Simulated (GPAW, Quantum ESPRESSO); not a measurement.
# Core-hole calculation of the F K edge in KCoF3 (Pm-3m), part 2 of 2

What does one-electron theory with a core hole give for the F K edge of KCoF3 (Pm-3m)?

GPAW 26.7.0; X-ray absorption from dipole matrix elements to empty bands, plane-wave PAW LDA+U.

So far. Step 2 (Ground state of the crystal): The mesh shows a gap of 4.07 eV, so the hole is first treated in a charged cell, without the excited electron. Step 3 (Spectrum without a core hole, F atom 5): Main maxima below 24 eV (height): 1.9 eV (0.74), 4.6 eV (1.49), 6.3 eV (2.46), 10.1 eV (1.66) and 17.6 eV (1.06). A K edge sees empty p states; the first features are F p mixed into the empty d states of the Co neighbours, and the broad ones above probably into the cations' higher empty bands.

### Step 5. Spectrum with FCH, F atom 5

The holes are 5.8 Å apart. In GPAW the data set carries the hole's charge, so charge=0 means a charged cell and charge=-1 a neutral one. The excited electron is left out and a uniform background balances the charge. After the field has converged, empty bands are computed with the density fixed and the dipole matrix elements are summed.

xas.py reads:

```python
import numpy as np
from ase import Atoms
from ase.parallel import parprint, paropen
from gpaw import GPAW, PW, FermiDirac, Mixer, MixerDif, setup_paths
from gpaw.test import gen
setup_paths.insert(0, '.')
gen('F', name='fch1s', xcname='LDA', corehole=(1, 0, 1), write_xml=True)
from gpaw.mpi import world
world.barrier()

atoms = Atoms('Co2K2F6',
    cell=[[4.071, 4.071, 0],
     [0, 4.071, 4.071],
     [4.071, 0, 4.071]],
    scaled_positions=[[0.25, 0.25, 0.25],
     [0.75, 0.75, 0.75],
     [0, 0, 0],
     [0.5, 0.5, 0.5],
     [0.5, 0, 0],
     [0, 0.5, 0.5],
     [0, 0, 0.5],
     [0.5, 0.5, 0],
     [0, 0.5, 0],
     [0.5, 0, 0.5]],
    magmoms=[3.0, -3.0, 0.0, 0.0, 0.0, 0.0, 0.0, 0.0, 0.0, 0.0],
    pbc=True)
atoms.calc = calc = GPAW(legacy_gpaw=True, mode=PW(500), xc='LDA', setups={'Co': ':d,5', 4: 'fch1s'},
    kpts={'size': (4, 4, 4), 'gamma': True}, occupations=FermiDirac(0.02),
    charge=0, mixer=MixerDif(0.05, 8, 50), maxiter=150,
    convergence={'density': 0.0001}, txt='scf.txt')
energy = atoms.get_potential_energy() + calc.get_reference_energy()
ef = calc.get_fermi_level()
out = dict(energy=energy, fermi=ef, forces=atoms.get_forces().tolist(), magmoms=atoms.get_magnetic_moments().tolist())
parprint(f'all-electron energy {energy:.4f} eV, Fermi level {ef:.4f} eV')
ev = np.array([[calc.get_eigenvalues(k, s) for k in range(len(calc.get_ibz_k_points()))] for s in range(calc.get_number_of_spins())])
out['homo'], out['lumo'], out['counts'] = ev[ev < ef].max(), ev[ev > ef].min(), sorted(set((ev < ef).sum((0, 2)).tolist()))
out['filled'] = (ev[:, 0] < ef).sum(1).tolist()

from ase.units import Ha
from gpaw.xas import dipole_matrix_elements
nb = int(calc.get_number_of_electrons() / 2) + 93
top, nb = nb, nb + 8 + nb // 12
nscf = calc.fixed_density(kpts={'size': (5, 5, 5), 'gamma': True}, nbands=nb,
    convergence={'bands': top, 'eigenstates': 1e-5}, maxiter=60, txt='nscf.txt')
cell = atoms.cell.array
ops = [cell.T @ U.T @ np.linalg.inv(cell.T) for U in nscf.wfs.kd.symmetry.op_scc]
filled = [39, 39]  # bands filled in the ground state, by spin
E = np.arange(-6, 34, 0.1)
fwhm = np.interp(E, [4, 25], [0.9, 3.5])
Y, X, zero, highest = 0, 0, 1e9, 1e9
for spin in range(nscf.get_number_of_spins()):
    wfs = nscf.wfs
    A = dipole_matrix_elements(wfs.setups[4])
    eps = np.zeros((wfs.kd.nibzkpts, nb))
    d = np.zeros((3, A.shape[1], wfs.kd.nibzkpts, nb), complex)
    for kpt in wfs.kpt_u:
        if kpt.s == spin and 4 in kpt.P_ani:
            eps[kpt.k] = kpt.eps_n * Ha
            d[:, :, kpt.k] = (kpt.weight * wfs.nspins / 2) ** 0.5 * np.inner(A, kpt.P_ani[4])
    world.sum(eps)
    world.sum(d)
    T = np.einsum('amkn,bmkn->abkn', d, d.conj()).real
    T = sum(np.einsum('ai,ijkn,bj->abkn', R, T, R) for R in ops) / len(ops)
    empty = np.ones_like(eps, bool) & (np.arange(nb) >= filled[spin])
    zero, highest = min(zero, eps[empty].min()), min(highest, eps[:, top - 1].min())
    lines = [(eps, T, empty)] if spin == 0 else lines + [(eps, T, empty)]
for eps, T, empty in lines:
    f = np.einsum('aakn->akn', T).reshape(3, -1)
    x = eps.ravel() - zero
    w = np.interp(x, E, fwhm) / 2.35482
    g = np.exp(-0.5 * ((E[:, None] - x) / w) ** 2) / (w * (2 * np.pi) ** 0.5)
    Y = Y + (f * empty.ravel()) @ g.T
    X = X + (f * ~empty.ravel()) @ g.T
out.update(E=E.round(2).tolist(), xas=Y.tolist(), xes=X.tolist(), zero=zero, valid=highest - zero, nk=len(eps), nb=nb)
for i in range(0, len(E), 10):
    parprint(f'{E[i]:7.2f}', *(f'{v:10.3e}' for v in Y[:, i]))
import json
with paropen('out.json', 'w') as f:
    json.dump(out, f)
```

Launch:

```bash
$ OMP_NUM_THREADS=1 mpirun -n 4 gpaw python xas.py
```

Numbers of over 12 decimals in the logs are rounded to 6 here.

Log:

```text
Input parameters:
  convergence: {density: 0.0001}
  kpts: {gamma: True,
         size: (4, 4, 4)}
  maxiter: 150
  mixer: {backend: pulay,
          beta: 0.05,
          method: difference,
          nmaxold: 8,
          weight: 50}
  mode: {ecut: 500.0,
         name: pw}
  occupations: {fixmagmom: False,
                name: fermi-dirac,
                width: 0.02}
  setups: {4: fch1s,
           Co: :d,5}

Initialize ...

[... PAW data sets ...]

Reference energy: -123848.305239  # eV

Spin-polarized calculation.
Initial magnetic moment: 0.000000

[... convergence settings ...]
Symmetries present (total): 4
  [... symmetry matrices ...]

64 k-points: 4 x 4 x 4 Monkhorst-Pack grid + [1/8,1/8,1/8]
18 k-points in the irreducible part of the Brillouin zone
       k-points in crystal coordinates                weights
   0:     0.00000000    0.00000000    0.00000000          1/64
   1:     0.00000000    0.25000000   -0.25000000          2/64
   2:     0.00000000    0.25000000    0.00000000          4/64
   3:     0.00000000    0.25000000    0.25000000          2/64
   4:     0.00000000    0.50000000    0.00000000          2/64
   5:     0.00000000    0.50000000    0.25000000          4/64
   6:     0.00000000    0.50000000    0.50000000          1/64
   7:     0.25000000    0.25000000    0.00000000          4/64
   8:     0.25000000    0.25000000    0.25000000          4/64
   9:     0.25000000    0.50000000   -0.25000000          4/64
          ...
  17:     0.50000000    0.50000000    0.50000000          2/64

Wave functions: Plane wave expansion
  Cutoff energy: 500.000 eV
  Number of coefficients (min, max): 3378, 3479
  Pulay-stress correction: 0.000000 eV/Ang^3 (de/decut=0.000000)
  Using FFTW library
  Wavefunction extrapolation:
    Improved wavefunction reuse through dual PAW basis

Occupation numbers: Fermi-Dirac:
  width: 0.0200  # eV

Eigensolver
   Davidson(niter=2)

Densities:
  Coarse grid: 30*30*30 grid
  Fine grid: 60*60*60 grid
  Total Charge: 1.000000

Density mixing:
  Method: difference
  Backend: pulay
  Linear mixing parameter: 0.05
  old densities: 8
  Width of damping distribution: 1.1
  Damping of long wavelength oscillations: 50

[... Hamiltonian set-up ...]
Number of atoms: 10
Number of atomic orbitals: 52
Number of bands in calculation: 51
Number of valence electrons: 78
Bands to converge: occupied

... initialized

Initializing position-dependent things.

Density initialized from atomic densities
Creating initial wave functions:
  51 bands from LCAO basis set

                          Co

                    K
             F

               F
        F    Co   F
            F
             F
       K

Atomic positions and initial magnetic moments

Positions:
   0 Co     2.035500    2.035500    2.035500    ( 0.0000,  0.0000,  3.0000)
   1 Co     6.106500    6.106500    6.106500    ( 0.0000,  0.0000, -3.0000)
   2 K      0.000000    0.000000    0.000000    ( 0.0000,  0.0000,  0.0000)
   3 K      4.071000    4.071000    4.071000    ( 0.0000,  0.0000,  0.0000)
   4 F      2.035500    2.035500    0.000000    ( 0.0000,  0.0000,  0.0000)
   5 F      2.035500    2.035500    4.071000    ( 0.0000,  0.0000,  0.0000)
   6 F      2.035500    0.000000    2.035500    ( 0.0000,  0.0000,  0.0000)
   7 F      2.035500    4.071000    2.035500    ( 0.0000,  0.0000,  0.0000)
   8 F      0.000000    2.035500    2.035500    ( 0.0000,  0.0000,  0.0000)
   9 F      4.071000    2.035500    2.035500    ( 0.0000,  0.0000,  0.0000)

Unit cell:
           periodic     x           y           z      points  spacing
  1. axis:    yes    4.071000    4.071000    0.000000    30     0.1567
  2. axis:    yes    0.000000    4.071000    4.071000    30     0.1567
  3. axis:    yes    4.071000    0.000000    4.071000    30     0.1567

  Lengths:   5.757263   5.757263   5.757263
  Angles:   60.000000  60.000000  60.000000

[...]
iter:  18   -84.435628c  -5.26  -3.99    -0.0000
iter:  19   -84.435628c  -6.03  -4.27c   -0.0000
iter:  20   -84.435622c  -6.22  -4.31c   -0.0000
iter:  21   -84.435621c  -6.13  -4.46c   -0.0000
iter:  22   -84.435620c  -6.94  -4.52c   -0.0000
iter:  23   -84.435620c  -6.94  -4.65c   +0.0000
iter:  24   -84.435620c  -7.54c -5.05c   -0.0000

Converged after 24 iterations.

Dipole moment: (-0.002486, -0.002486, -0.004131) |e|*Ang

Total magnetic moment: (0.000000, 0.000000, -0.000000)
Local magnetic moments:
   0 Co ( 0.000000,  0.000000,  2.712834)
   1 Co ( 0.000000,  0.000000, -2.706770)
   2 K  ( 0.000000,  0.000000,  0.000346)
   3 K  ( 0.000000,  0.000000,  0.000347)
   4 F  ( 0.000000,  0.000000, -0.100649)
   5 F  ( 0.000000,  0.000000,  0.000290)
   6 F  ( 0.000000,  0.000000,  0.001124)
   7 F  ( 0.000000,  0.000000,  0.001124)
   8 F  ( 0.000000,  0.000000,  0.001124)
   9 F  ( 0.000000,  0.000000,  0.001124)

Energy contributions relative to reference atoms: (reference = -123848.305239)

Kinetic:        +74.492110
Potential:      -83.179938
External:        +0.000000
XC:             -75.751017
Entropy (-ST):   -0.000000
Local:           +0.003225
SIC:             +0.000000
--------------------------
Free energy:    -84.435620
Extrapolated:   -84.435620

Spin contamination: 3.430579 electrons
Showing only first 2 kpts
                      Up                     Down
 Kpt  Band  Eigenvalues  Occupancy  Eigenvalues  Occupancy
  0    37      1.85271    1.00000      1.84915    1.00000
  0    38      1.85271    1.00000      1.84915    1.00000
  0    39      6.04592    0.00000      5.94813    0.00000
  0    40      6.16620    0.00000      6.16188    0.00000

  1    37      1.80149    1.00000      1.79371    1.00000
  1    38      1.85198    1.00000      1.84630    1.00000
  1    39      6.19113    0.00000      6.18655    0.00000
  1    40      6.95827    0.00000      6.95379    0.00000

Fermi level: 2.94042

Gap: 4.051 eV
Transition (v -> c):
  (s=0, k=6, n=38, [0.00, 0.50, 0.50]) -> (s=1, k=0, n=39, [0.00, 0.00, 0.00])
Direct/indirect transitions are different
Direct gap: 4.095 eV
Transition at: (s=0->1, k=0, n=38, [0.00, 0.00, 0.00])

Forces in eV/Ang:
  0 Co   -0.00000    0.00000    2.84519
  1 Co    0.00000    0.00000   -2.78541
  2 K    -0.00000   -0.00000   -0.00059
  3 K     0.00000    0.00000   -0.00059
  4 F     0.00000    0.00000   -0.04991
  5 F    -0.00000    0.00000   -0.00781
  6 F     0.00000   -0.00655   -0.00025
  7 F    -0.00000    0.00655   -0.00025
  8 F    -0.00655    0.00000   -0.00025
  9 F     0.00655   -0.00000   -0.00025
Scalar-relativistic atomic LDA calculation for F (Fluorine, Z=9)
Core hole in 1s state (1s occupation: 1.0)
300 radial gridpoints.
|------------------------------------------------|
|------------------------------------------------|
[... the atom generator's iteration count ...]

Energy contributions:
-------------------------
Kinetic:      +73.074518
XC:            -7.529720
Potential:   -138.883139
-------------------------
Total:        -73.338341

state      eigenvalue         ekin         rmax
-----------------------------------------------
1s^1.0 :   -27.508849    38.870947        0.112
2s^2.0 :    -1.877741     5.094802        0.712
2p^5.0 :    -1.212468     4.802793        0.605
-----------------------------------------------
(units: Bohr and Hartree)

Generating PAW setup
Kinetic energy of the core from tauc = 38.910803
Cutoffs:
rc(s)=1.200
rc(p)=1.200
rc(d)=1.200
rc(vbar)=1.080
rc(comp)=1.200
rc(nct)=1.200

Kinetic energy of the core states: 38.870947
Charge: 1.0
Core electrons: 1.0
Valence electrons: 7.0
Pseudo-core charge: 0.000102
Shape function alpha=6.944
Pseudo-electron charge 5.398325
state    eigenvalue         norm
--------------------------------
2s(2) :    -1.877741     1.039630
*s    :    -0.877741
2p(5) :    -1.212468     0.663793
*p    :    -0.212468
*d    :     0.000000
--------------------------------

Diagonalizing with gridspacing h=0.050

state   all-electron     PAW
-------------------------------
2s:      -1.877741    -1.879888
2p:      -1.212468    -1.215269
*d:                   -0.058611
*f:                   -0.013370
-------------------------------
all-electron energy -123932.7409 eV, Fermi level 2.9404 eV
  -6.00  2.013e-65  2.013e-65  1.438e-62
  -5.00  2.351e-48  2.351e-48  3.272e-46
  -4.00  2.945e-34  2.945e-34  8.038e-33
  -3.00  3.981e-23  3.981e-23  2.212e-22
  -2.00  5.966e-15  5.966e-15  8.463e-15
  -1.00  1.157e-09  1.157e-09  1.556e-09
  -0.00  5.476e-07  5.476e-07  2.426e-06
[...]
31.00  7.085e-05  7.085e-05  1.118e-04
  32.00  6.977e-05  6.977e-05  1.081e-04
  33.00  6.304e-05  6.304e-05  8.454e-05
```

Run time: 6 min. Hardware: 4 MPI ranks of Arm Neoverse V1, shared host; peak memory 0.53 GiB; 24 min of CPU time.

The F K spectrum, F atom 5, full core hole (charged cell) (energy from the lowest empty level; intensity scaled to a mean of 1 over the first 20 eV):

```tsv
E (eV)	intensity
-2.0	0.00
-0.5	0.00
1.0	0.36
2.5	0.68
4.0	1.72
5.5	2.01
7.0	1.58
8.5	1.07
10.0	1.06
11.5	0.65
13.0	0.30
14.5	0.45
16.0	0.87
17.5	1.21
19.0	0.91
20.5	0.56
22.0	0.62
23.5	0.85
25.0	1.04
26.5	1.24
28.0	1.28
29.5	1.24
31.0	1.32
```

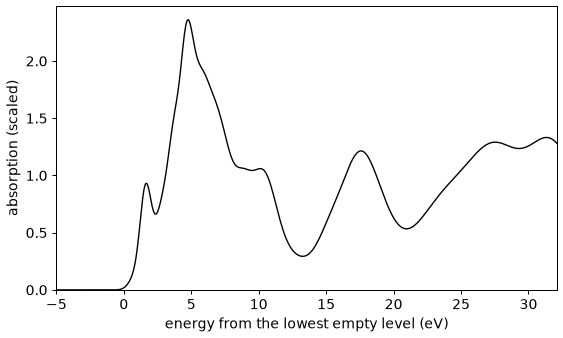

The F K edge, F atom 5, full core hole (charged cell): main maxima at 1.7, 4.8 and 17.6 eV.

Main maxima below 24 eV (height): 1.7 eV (0.93), 4.8 eV (2.36) and 17.6 eV (1.21). 

The hole costs E(hole) − E(ground) = 673.69 eV, and the lowest empty level of the hole cell on the spectrum's mesh lies at 5.95 eV, which puts the zero at 679.64 eV.

### Step 6. Excitation energy, F atom 5

With the excited electron kept in the cell the system stays neutral, and the energy difference is an excitation energy by itself. In a small cell that electron takes up a good share of the lowest empty band, or all of one, which shifts the value from the true onset.

Changed against the first core-hole run: core hole to XCH, with the smearing that suits a partly filled band.

scf.py reads:

```python
import numpy as np
from ase import Atoms
from ase.parallel import parprint, paropen
from gpaw import GPAW, PW, FermiDirac, Mixer, MixerDif, setup_paths
from gpaw.test import gen
setup_paths.insert(0, '.')
gen('F', name='fch1s', xcname='LDA', corehole=(1, 0, 1), write_xml=True)
from gpaw.mpi import world
world.barrier()

atoms = Atoms('Co2K2F6',
    cell=[[4.071, 4.071, 0],
     [0, 4.071, 4.071],
     [4.071, 0, 4.071]],
    scaled_positions=[[0.25, 0.25, 0.25],
     [0.75, 0.75, 0.75],
     [0, 0, 0],
     [0.5, 0.5, 0.5],
     [0.5, 0, 0],
     [0, 0.5, 0.5],
     [0, 0, 0.5],
     [0.5, 0.5, 0],
     [0, 0.5, 0],
     [0.5, 0, 0.5]],
    magmoms=[3.0, -3.0, 0.0, 0.0, 0.0, 0.0, 0.0, 0.0, 0.0, 0.0],
    pbc=True)
atoms.calc = calc = GPAW(legacy_gpaw=True, mode=PW(500), xc='LDA', setups={'Co': ':d,5', 4: 'fch1s'},
    kpts={'size': (4, 4, 4), 'gamma': True}, occupations=FermiDirac(0.04),
    charge=-1, mixer=MixerDif(0.05, 8, 50), maxiter=150,
    convergence={'density': 0.0001}, txt='scf.txt')
energy = atoms.get_potential_energy() + calc.get_reference_energy()
ef = calc.get_fermi_level()
out = dict(energy=energy, fermi=ef, forces=atoms.get_forces().tolist(), magmoms=atoms.get_magnetic_moments().tolist())
parprint(f'all-electron energy {energy:.4f} eV, Fermi level {ef:.4f} eV')
ev = np.array([[calc.get_eigenvalues(k, s) for k in range(len(calc.get_ibz_k_points()))] for s in range(calc.get_number_of_spins())])
out['homo'], out['lumo'], out['counts'] = ev[ev < ef].max(), ev[ev > ef].min(), sorted(set((ev < ef).sum((0, 2)).tolist()))
out['filled'] = (ev[:, 0] < ef).sum(1).tolist()
import json
with paropen('out.json', 'w') as f:
    json.dump(out, f)
```

Launch:

```bash
$ OMP_NUM_THREADS=1 mpirun -n 4 gpaw python scf.py
```

Log:

```text
Input parameters:
  charge: -1
  convergence: {density: 0.0001}
  kpts: {gamma: True,
         size: (4, 4, 4)}
  maxiter: 150
  mixer: {backend: pulay,
          beta: 0.05,
          method: difference,
          nmaxold: 8,
          weight: 50}
  mode: {ecut: 500.0,
         name: pw}
  occupations: {fixmagmom: False,
                name: fermi-dirac,
                width: 0.04}
  setups: {4: fch1s,
[...]
2s(2) :    -1.877741     1.039630
*s    :    -0.877741
2p(5) :    -1.212468     0.663793
*p    :    -0.212468
*d    :     0.000000
--------------------------------

Diagonalizing with gridspacing h=0.050

state   all-electron     PAW
-------------------------------
2s:      -1.877741    -1.879888
2p:      -1.212468    -1.215269
*d:                   -0.058611
*f:                   -0.013370
-------------------------------
all-electron energy -123926.5947 eV, Fermi level 6.0332 eV
[key lines of the parts left out:]
Converged after 73 iterations.
Dipole moment: (0.609612, 0.609612, 0.621102) |e|*Ang
Free energy:    -78.291481
Fermi level: 6.03324
```

Wall time 3.7 min (4 MPI ranks); peak memory 0.31 GiB; 15 min of CPU time.

The total-energy difference is 679.84 eV.

### Step 7. With and without the hole

Both curves are counted from their own zero, so only the shift of weight within the empty states shows.

```tsv
E (eV)	no hole	FCH
-2.0	0.00	0.00
-1.0	0.00	0.00
0.0	0.02	0.02
1.0	0.17	0.36
2.0	0.74	0.79
3.0	0.70	0.93
4.0	1.35	1.72
5.0	1.43	2.28
6.0	2.26	1.89
7.0	1.88	1.58
8.0	1.32	1.15
9.0	1.32	1.06
10.0	1.65	1.06
11.0	1.27	0.87
12.0	0.71	0.46
13.0	0.41	0.30
14.0	0.37	0.35
15.0	0.51	0.59
16.0	0.74	0.87
17.0	1.00	1.15
18.0	1.03	1.18
19.0	0.80	0.91
20.0	0.58	0.63
21.0	0.49	0.53
22.0	0.53	0.62
23.0	0.61	0.77
24.0	0.68	0.92
25.0	0.72	1.04
26.0	0.76	1.18
27.0	0.83	1.28
28.0	0.89	1.28
29.0	0.94	1.24
30.0	1.04	1.26
31.0	1.17	1.32
```

With each curve scaled to its own mean, the area from −2 to 6 eV with the hole is 7.2 against 5.4, and the centre of weight from −1 to 20 eV moves by -0.3 eV: the hole pulls the absorber's empty states down.

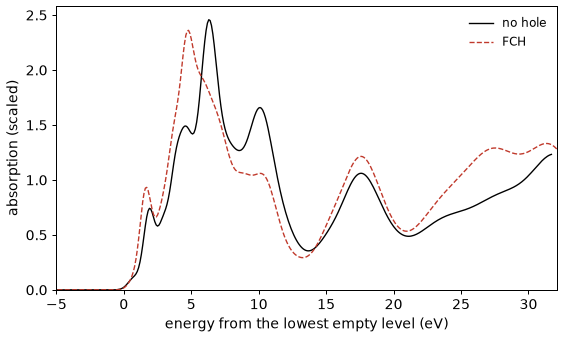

The F K edge with and without the core hole, each from its own zero; the highest intensity below 16 eV lies at 4.8 eV with the hole.

### Step 8. Runs not followed above

These runs aren't followed: redraws of a spectrum that repeat one shown, runs with a planted fault or a state judged unsound, or a program's part that gave no sound spectrum.

| program | step | status | elapsed |
| --- | --- | --- | --- |
| Quantum ESPRESSO | ground state | crashed | 3 min |

### Step 9. Summary of results

* absorber and edge: F K, atom 5 of the ground-state input (counted from 1)
* surroundings: 2 Co at 2.04 Å (linear, site symmetry 4/mmm)
* highest intensity below 16 eV: 4.8 eV above the zero, height 2.36
* photon energy of the zero (spin-polarised hole, raw): 679.6 eV (LDA puts this hole about 5 eV below PBE, itself good to a few eV)

What this shows: The F K edge of atom 5, with 2 Co at 2.04 Å (linear, site symmetry 4/mmm), has its highest intensity of the first 16 eV at 4.8 eV above the zero, near 684 eV in photon energy (LDA puts this hole about 5 eV below PBE, itself good to a few eV), 2.4 times the mean level of the first 20 eV (Gaussian full width 0.9 eV up to 4 eV, rising linearly to 3.5 eV at 25 eV). With each curve scaled to its own mean, the area from −2 to 6 eV with the hole is 7.2 against 5.4, and the centre of weight from −1 to 20 eV moves by -0.3 eV: the hole pulls the absorber's empty states down. The neutral-cell energy lies +0.2 eV from the charged-cell zero, a gap made of the charged-cell error and of where the added electron settles. The same cell was also set up in Quantum ESPRESSO; that part failed, was judged unsound or used a data set known to give false states; its runs are listed without their results. The hole lies in one spin channel, while the script sums the empty states of both and takes the lower zero; where the two channels are split, this blurs and shifts the curve. The spins start antiferromagnetically in a simple order, which needn't be the measured one; gap and edge can depend on it. The holes are only 5.8 Å apart, so the shape is probably not converged with cell size; no larger cell was run here. The mesh is coarse (0.27 Å⁻¹ between points), so small maxima may be mesh ripples. Lifetime broadening is put in by hand, and intensities beyond about 20 eV depend on it and on the partial waves; weight that the partial waves miss at high energy is lost. The structure is a published determination, not relaxed.

[Banner, clock and machine lines of the logs are left out without a mark of their own.]

[Logs are printed without paths, hosts, clocks, repeated set-up lines and the standing remarks that a program may print on its own settings, such as how far it seeks lower states.]

[Hosts, paths, dates, database ids (printed as entryN), source tags and the programs' standing remarks are cut or masked in the printed files.]

[Lists of maxima count a maximum above −3 eV only where it reaches 4 % of the highest in the window and stands out from its surroundings by 2 % of it (1.5 % where it reaches 55 %); shoulders and weaker maxima are passed over, and of the rest the first, up to two pre-edge ones and the few strongest are named.]
